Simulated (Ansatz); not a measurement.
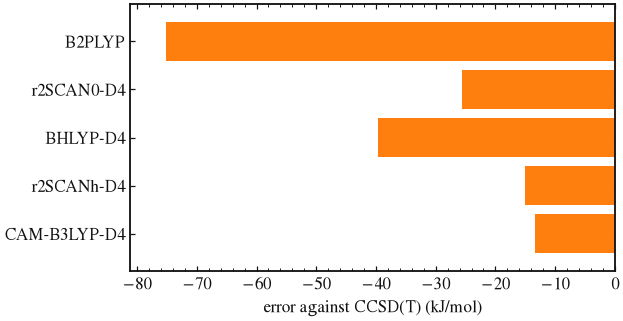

Error in the electronic atomisation energy (method less reference, so positive means overbinding) of Si₃H₈S, SMILES [SiH3][SiH2]S[SiH3]: functionals in def2-TZVPP against frozen-core CCSD(T) at the limit (MP2 extrapolated from triple and quadruple zeta, plus CCSD(T) less MP2 in a smaller set), which gives 3536.2 kJ/mol, at a PBE0-D4/def2-TZVP geometry (a minimum by its frequencies), no zero-point or spin-orbit term, the Ansatz code 0.2.0. The reference leaves out core correlation, a term that grows with the number of heavy atoms. B2PLYP holds a correlation term that converges slowly with the basis, so part of the distance to the limit is basis error. No dispersion term is added to B2PLYP.

Which of these levels overbind, and which underbind?

Overbind: none clearly. Underbind: B2PLYP, r2SCAN0-D4 and BHLYP-D4. Within 20 kJ/mol of zero, too close to call in view of what the reference leaves out: r2SCANh-D4 and CAM-B3LYP-D4.

Give the values.

| level | kJ/mol |
| --- | --- |
| B2PLYP | −75.2 |
| r2SCAN0-D4 | −25.6 |
| BHLYP-D4 | −39.7 |
| r2SCANh-D4 | −15.0 |
| CAM-B3LYP-D4 | −13.3 |

Limits of at least one run: one conformer of a flexible molecule.
